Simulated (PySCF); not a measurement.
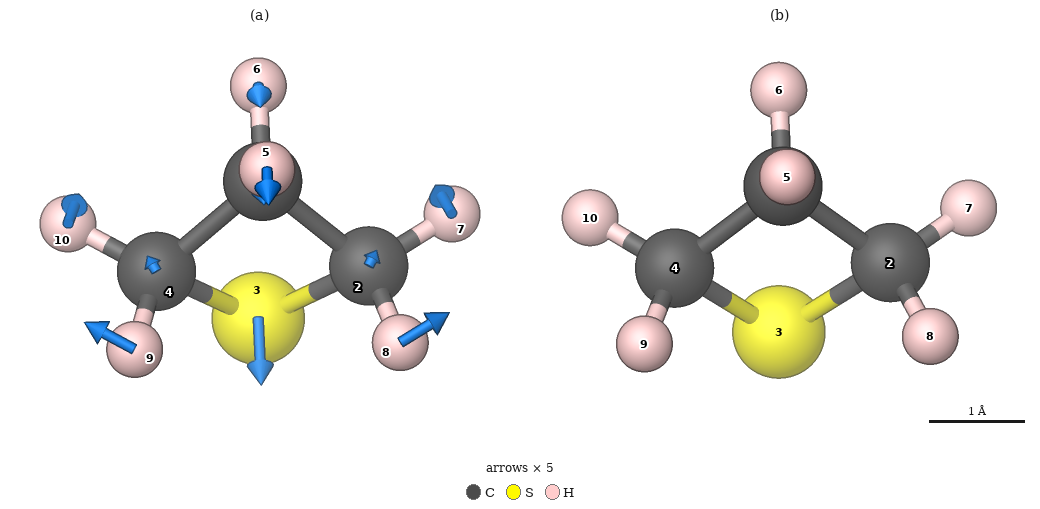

The structure of C₃H₆S before (left) and after (right) a relaxation, at one scale. The blue arrows give the displacements, 5 times their true length.

Style: ball-and-stick. Shown at a tilt.

The start comes from MMFF94s.

Computed with PBE0-D3(BJ)/def2-SVP geometry optimisation, gas phase (PySCF). 

> What changed between the two?

The largest move after the best rigid fit is that of the S atom, 0.16 Å. Largest moves by element: S 0.16 Å, H 0.12 Å, C 0.07 Å. Near-neighbour distances that change, for instance: C–S 1.824 → 1.840 Å, C–C 1.548 → 1.533 Å, C–H 1.095 → 1.102 Å. Bond angles that change, for instance: C–C–H 113.6° → 110.1°, C–C–C 92.5° → 95.8°, S–C–H 113.5° → 110.8°. Over 4 geometry steps the energy falls by 10.9 kJ/mol. The run took of the order of 11 core-seconds on a shared host.
